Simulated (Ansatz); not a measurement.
# GeH2Br (quartet): correlated methods under varied settings

Aim: run GeH2Br (quartet) at one geometry under a spread of methods and options, and see what each costs and gives.

Method: the settings change from run to run; program: Ansatz 0.2.0, Gaussian basis.

26 further runs of the same task are left out: 13 that didn't finish, 13 set aside as unsound or not needed.

## 1. The geometry

The geometry is a PBE0/def2-TZVP stationary point (not a proven minimum). No spin-orbit coupling is included. The filled d shell of Ge, Br may be among the frozen orbitals whatever the setting's name suggests; the logs give the count.

4 atoms, charge 0, spin multiplicity 4.

Atoms are counted from 1 here; the program's logs count them from 0.

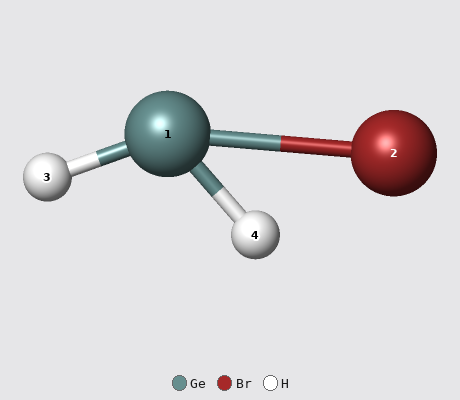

The geometry (germanium teal, bromine red, hydrogen white); atoms are numbered from 1 in the order of the file.

## 2. CCSD/cc-pVDZ

Contents of in.yaml:

```yaml
crystal:
  periodic: [false, false, false]
  atoms:
    - {symbol: Ge, position_ang: [-0.000002, 0.461112, 0.627548]}
    - {symbol: Br, position_ang: [-0.000001, 0.417603, -2.162594]}
    - {symbol: H, position_ang: [0.000013, -0.172647, 2.068221]}
    - {symbol: H, position_ang: [-0.000010, -0.706068, -0.533175]}
basis:
  gaussian: {orbitals: cc-pVDZ, fitting: {mean_field: def2-universal-jkfit}}
magnetization: {spin_polarized: true, initial_magnetization: 3}
hamiltonian: {xc: {name: r2SCAN}}
correlation: {method: ccsd, electrons: outside_noble_gas}
```

The run is started by

```
ansatz run in.yaml --threads 1 --pin off --events-out ev --progress --plain --max-ram 2393MiB
```

The log of the run, shortened:

```text
Functional definition: r2SCAN
  name "r2SCAN"
  cite "Furness, Kaplan, Ning, Perdew & Sun, J. Phys. Chem. Lett. 11, 8208 (2020) doi:10.1021/acs.jpclett.0c02405"
  cite "Furness, Kaplan, Ning, Perdew & Sun, J. Phys. Chem. Lett. 11, 9248 (2020) doi:10.1021/acs.jpclett.0c03077"
  parent r2scan
[...]
568 factors; integrals over basis functions are off by at most 3.9e-1 eV
[...]
mean field -126591.28923352 eV, -4652.1440726741 hartree, gradient 7.7e-6 eV, S^2 3.756695; 0 other end points of the search recorded, 0 dependent functions left out
28 core orbitals not correlated: weight in the atoms' cores, before any rotation towards them, 0.999 or more for the frozen orbitals, at most 0.000 for the correlated occupied ones
reference -126498.73354207 eV, -4648.7427137500 hartree; 8, 5 occupied and 28, 31 virtual orbitals, 568 factors
second order -5.32088203 eV of doubles, -0.28531388 eV of singles
cycle   1  -6.02580945 eV  change   -4.2e-1 eV  update   6.5e-2
[...]
cycle  13  -6.25007190 eV  change    2.8e-6 eV  update   7.5e-6
Total energy: -126504.98361397 eV, -4648.9723996558 hartree
```

It took 6.5 s on 1 thread of Arm Neoverse V2, shared host.

From the report: ⟨S²⟩ of the determinant 3.757 (pure quartet: 3.75); correlation -6.2501 eV; T1 0.027; largest double amplitude 0.05. The orbitals are Kohn-Sham ones, so correlation energy and T1 don't compare with those on Hartree-Fock orbitals.

## 3. MP2 on ROHF/cc-pVDZ

in.yaml, as its differences from that of step 2:

```diff
@@ -9,4 +9,5 @@
   gaussian: {orbitals: cc-pVDZ, fitting: {mean_field: def2-universal-jkfit}}
-magnetization: {spin_polarized: true, initial_magnetization: 3}
-hamiltonian: {xc: {name: r2SCAN}}
-correlation: {method: ccsd, electrons: outside_noble_gas}
+magnetization: {spin_polarized: false, initial_magnetization: 3}
+correlation: {method: mp2, electrons: valence}
+scf: {lower_state_search: light}
+output: {forces: true}
```

Launched as before.

The log of the run, shortened:

```text
Functional definition: HF
  name "HF"
  cite "Fock, Z. Phys. 61, 126 (1930) doi:10.1007/BF01340294"
  parent pbe
[...]
568 factors; integrals over basis functions are off by at most 3.9e-1 eV
[...]
mean field -126499.33776345 eV, -4648.7649184761 hartree, gradient 1.4e-6 eV, S^2 3.750000; 2 other end points of the search recorded, 0 dependent functions left out
18 core orbitals not correlated: weight in the atoms' cores, before any rotation towards them, 1.000 or more for the frozen orbitals, at most 0.000 for the correlated occupied ones
reference -126499.33776345 eV, -4648.7649184761 hartree; 18, 15 occupied and 28, 31 virtual orbitals, 568 factors
second order -5.85478905 eV of doubles, -0.12238470 eV of singles
[...]
Total energy: -126505.31493720 eV, -4648.9845755597 hartree
Atom 0 at    -0.000002     0.461112     0.627548 Å, force     0.000013    -0.343221     0.385674 eV/Å
Atom 1 at    -0.000001     0.417603    -2.162594 Å, force    -0.000007    -0.038236    -0.222713 eV/Å
Atom 2 at     0.000013    -0.172647     2.068221 Å, force    -0.000012     0.152915    -0.259048 eV/Å
Atom 3 at    -0.000010    -0.706068    -0.533175 Å, force     0.000007     0.228542     0.096087 eV/Å
Dipole moment:    -0.000001    -0.018038     0.267449 e Å
```

Run time: 4.2 s. Hardware: 1 thread of Arm Neoverse V2, shared host.

## 4. BCCD on UHF/STO-3G

Contents of in.yaml:

```yaml
crystal:
  periodic: [false, false, false]
  atoms:
    - {symbol: Ge, position_ang: [-0.000002, 0.461112, 0.627548]}
    - {symbol: Br, position_ang: [-0.000001, 0.417603, -2.162594]}
    - {symbol: H, position_ang: [0.000013, -0.172647, 2.068221]}
    - {symbol: H, position_ang: [-0.000010, -0.706068, -0.533175]}
basis:
  gaussian: {orbitals: STO-3G}
magnetization: {spin_polarized: true, initial_magnetization: 3}
correlation: {method: bccd, electrons: all}
scf: {lower_state_search: full}
```

Same command.

The log of the run, shortened:

```text
Functional definition: HF
  name "HF"
  cite "Fock, Z. Phys. 61, 126 (1930) doi:10.1007/BF01340294"
  parent pbe
[...]
380 factors; integrals over basis functions are off by at most 1.9e-5 eV
[...]
mean field -125101.96036044 eV, -4597.4122460918 hartree, gradient 2.9e-6 eV, S^2 3.753165; 6 other end points of the search recorded, 0 dependent functions left out
determinant -125101.96036044 eV, -4597.4122460918 hartree, with singles and doubles -125103.15683145 eV, -4597.4562155905 hartree
determinant -125100.08494150 eV, -4597.3433257169 hartree, with singles and doubles -125101.27968203 eV, -4597.3872316216 hartree
determinant -125099.82065296 eV, -4597.3336132923 hartree, with singles and doubles -125101.04331872 eV, -4597.3785454301 hartree
reference -125101.96036044 eV, -4597.4122460918 hartree; 36, 33 occupied and 2, 5 virtual orbitals, 380 factors
second order -0.74485110 eV of doubles, -0.00000000 eV of singles
cycle   1  -1.19591506 eV  change    5.6e-4 eV  update   2.4e-3
[...]
cycle   7  -1.19480378 eV  change   -2.1e-5 eV  update   1.8e-5
Total energy: -125103.15516422 eV, -4597.4561543210 hartree
```

Run time: 8 s. Hardware: 1 thread of Arm Neoverse V2, shared host; peak memory 0.31 GiB.

From the report: ⟨S²⟩ of the determinant 3.753 (pure quartet: 3.75); correlation -1.1948 eV; largest double amplitude 0.06.

## 5. BCCD/def2-SVP

Contents of in.yaml:

```yaml
crystal:
  periodic: [false, false, false]
  atoms:
    - {symbol: Ge, position_ang: [-0.000002, 0.461112, 0.627548]}
    - {symbol: Br, position_ang: [-0.000001, 0.417603, -2.162594]}
    - {symbol: H, position_ang: [0.000013, -0.172647, 2.068221]}
    - {symbol: H, position_ang: [-0.000010, -0.706068, -0.533175]}
basis:
  gaussian: {orbitals: def2-SVP, point_charges: [{charge: -1.00, position_ang: [4.840, -0.782, 0.483]}]}
magnetization: {spin_polarized: false, initial_magnetization: 3}
hamiltonian: {xc: {name: B3LYP}}
correlation: {method: bccd, electrons: outside_noble_gas}
accuracy: high
scf: {lower_state_search: light}
```

The command is unchanged.

The log of the run, shortened:

```text
Functional definition: B3LYP
  name "B3LYP"
  cite "Stephens, Devlin, Chabalowski & Frisch, J. Phys. Chem. 98, 11623 (1994) doi:10.1021/j100096a001"
  cite "Becke, Phys. Rev. A 38, 3098 (1988) doi:10.1103/PhysRevA.38.3098"
  cite "Lee, Yang & Parr, Phys. Rev. B 37, 785 (1988) doi:10.1103/PhysRevB.37.785"
  cite "Vosko, Wilk & Nusair, Can. J. Phys. 58, 1200 (1980) doi:10.1139/p80-159"
[...]
1345 factors; integrals over basis functions are off by at most 4.7e-9 eV
[...]
mean field -126579.85217626 eV, -4651.7237685720 hartree, gradient 6.5e-8 eV, S^2 3.750000; 0 other end points of the search recorded, 0 dependent functions left out
[...]
28 core orbitals not correlated: weight in the atoms' cores, before any rotation towards them, 0.999 or more for the frozen orbitals, at most 0.000 for the correlated occupied ones
reference -126484.52664851 eV, -4648.2206200414 hartree; 8, 5 occupied and 38, 41 virtual orbitals, 1345 factors
second order -5.55824086 eV of doubles, -0.40433334 eV of singles
cycle   1  -6.40760200 eV  change   -4.4e-1 eV  update   6.3e-2
[...]
cycle  30  -6.60361765 eV  change  -1.1e-11 eV  update  9.7e-10
Total energy: -126491.13026616 eV, -4648.4632985140 hartree
```

Run time: 19 s. Hardware: 1 thread of Arm Neoverse V2, shared host; peak memory 0.34 GiB.

From the report: correlation -6.6036 eV; largest double amplitude 0.05.

## 6. The runs in one table

Where basis and cores are those of an earlier UCCSDT(Q)/cc-pVDZ run (-126505.5188 eV), and the state is the same kind, the miss against it is given.

| level | correlated | functions | energy (eV) | from UCCSDT(Q) (meV) | time |
| --- | --- | --- | --- | --- | --- |
| CCSD/cc-pVDZ (on r2SCAN orbitals) | outside noble gas | 64 | -126504.9836 | 535.1 | 6.5 s |
| MP2 on ROHF/cc-pVDZ | valence | 64 | -126505.3149 |  | 4.2 s |
| BCCD on UHF/STO-3G | all | 38 | -125103.1552 |  | 8 s |
| BCCD/def2-SVP (beside a point charge, on B3LYP orbitals) | outside noble gas | 74 | -126491.1303 |  | 19 s |

## 7. Results

| quantity | value |
| --- | --- |
| runs | 4 |
| quickest | MP2 on ROHF/cc-pVDZ, 4.2 s |
| slowest | BCCD/def2-SVP (beside a point charge, on B3LYP orbitals), 19 s |

In words: Total energies in different bases, with other cores or another treatment of relativity can't be set against each other. BCCD/def2-SVP (beside a point charge, on B3LYP orbitals) took 5 times as long as MP2 on ROHF/cc-pVDZ; the jobs differ in more than the method. Cores frozen from Kohn-Sham orbitals shift the total energy.
